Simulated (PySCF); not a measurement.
Zn(OH)(OSiH3), H4O2SiZn, SMILES [OH][Zn][O][SiH3] at its B3LYP/def2-SVP optimised geometry (Å):

```
8

Zn    -2.5313    -1.8198    -2.1164
O     -3.8447    -2.4773    -3.1060
H     -4.7171    -2.4139    -2.6956
O     -1.0738    -1.2367    -1.3060
Si    -0.5158    -0.4087     0.0000
H     -0.9771     1.0179     0.0000
H      0.9771    -0.4087     0.0000
H     -0.9766    -1.0179     1.2908
```

Computed with B3LYP/def2-TZVP in PySCF.

Map of the electrostatic potential (hartree/e), clipped to [-0.08, 0.12] on the plane z = 1.5 Å:

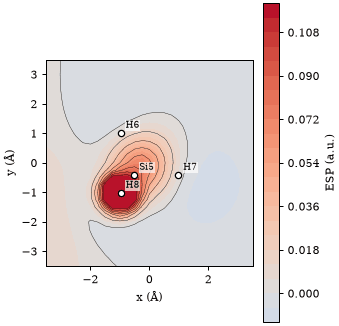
*Electrostatic potential (hartree/e), clipped to [-0.08, 0.12] on the plane z = 1.5 Å.*
